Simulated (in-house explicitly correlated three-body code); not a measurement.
Two electrons around a point charge Z = 13 (Al¹¹⁺). Computed variationally in 260 exponentially correlated functions with an in-house code, non-relativistic, converged to about 10⁻⁸ of the energy. Wanted, and plotted below: the distribution of the distance r₁₂ between the electrons in the ground state (one pair, times 4πr₁₂²) and its difference from that of the Kohn-Sham determinant with the same density, the Coulomb hole.

The pair density peaks near r₁₂ = 0.13 bohr, and ⟨r₁₂⟩ = 0.1746 bohr. Correlation takes weight from short distances: the hole is deepest (−0.086 bohr⁻¹) near 0.068 bohr and first changes sign near 0.14 bohr, moving 0.67 % of the pair outwards. The mean cosine of the angle between the electrons is −0.0102, and the density-functional correlation energy is −45.91 millihartree.

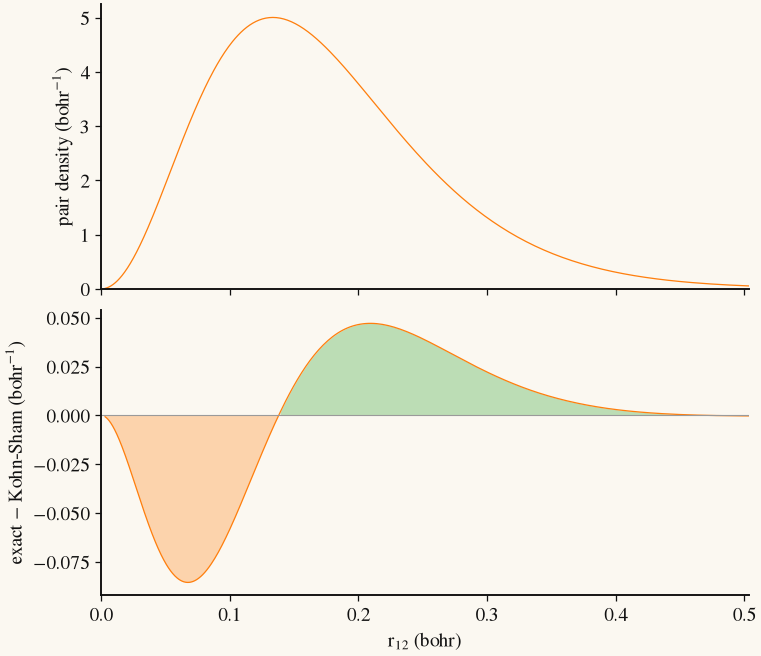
